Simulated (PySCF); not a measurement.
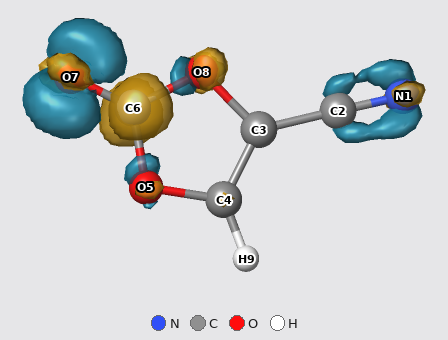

*C4HNO3, SMILES `N#Cc1coc(=O)o1`. Unrelaxed difference density of S₃ less the ground state (full linear response singlet states), ±0.06 e/Å³; yellow: gain, teal: loss.*

Method: M06-2X/cc-pVDZ; geometry: GFN2-xTB; program: PySCF. No frequency check shows the geometry to be a minimum. Without diffuse functions Rydberg states are missing, so the states' numbers hold for this basis only.

Question: How does the charge move on excitation?

Answer: 0.70 e is displaced in all, of which about 0.4 e passes between atoms: O7 (0.34 e) loses electrons and C6 (0.22 e) and O8 (0.05 e) gain them. The state: 6.91 eV (180 nm), f = 0.000 (dark), n → π*; the leading pair carries 77 %; hole on O7 (55 %), N1 (11 %) and C2 and C6 (9 % each), electron on C6 (31 %), O7 (21 %) and O8 (10 %) (shares are of the whole state, not of the leading pair alone); their centroids lie 0.6 Å apart; S₄ lies within 0.1 eV of it.
